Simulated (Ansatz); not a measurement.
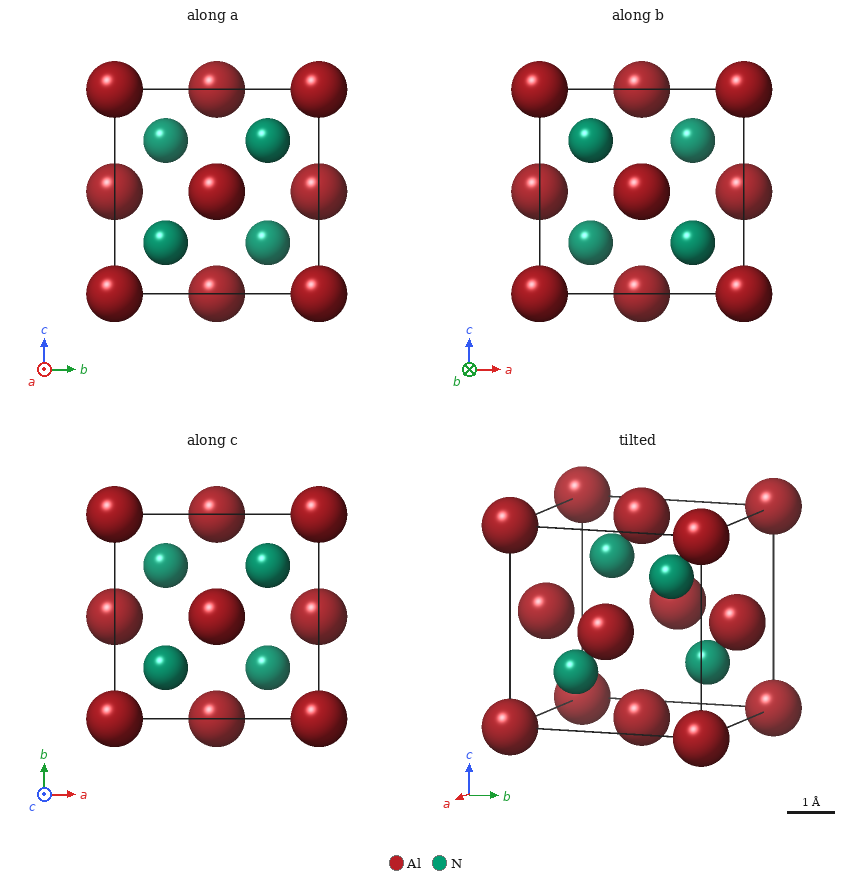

Spheres-only representation of a periodic structure, projected along the a axis, along the b axis, along the c axis and slightly off an axis. The conventional unit cell is outlined; an atom on or near a face, edge or corner is repeated at each equivalent position.

Lattice parameters: a = 4.370 Å, b = 4.370 Å, c = 4.370 Å, α = 90.00°, β = 90.00°, γ = 90.00°. Put a along x and b in the xy plane.

Q: Record the structure as a POSCAR file.

A:
```
Al N
1.0
     4.370    0.000    0.000
     0.000    4.370    0.000
     0.000    0.000    4.370
Al N
4 4
Direct
  0.0000 0.0000 0.0000
  0.0000 0.5000 0.5000
  0.5000 0.0000 0.5000
  0.5000 0.5000 0.0000
  0.2500 0.2500 0.7500
  0.2500 0.7500 0.2500
  0.7500 0.2500 0.2500
  0.7500 0.7500 0.7500
```

The initial geometry was a structure type filled with these elements by a generator (whether the compound takes this form wasn't checked). Cell shown after relaxation with DFT, r2SCAN, plane waves, PAW (Ansatz 0.2.0).
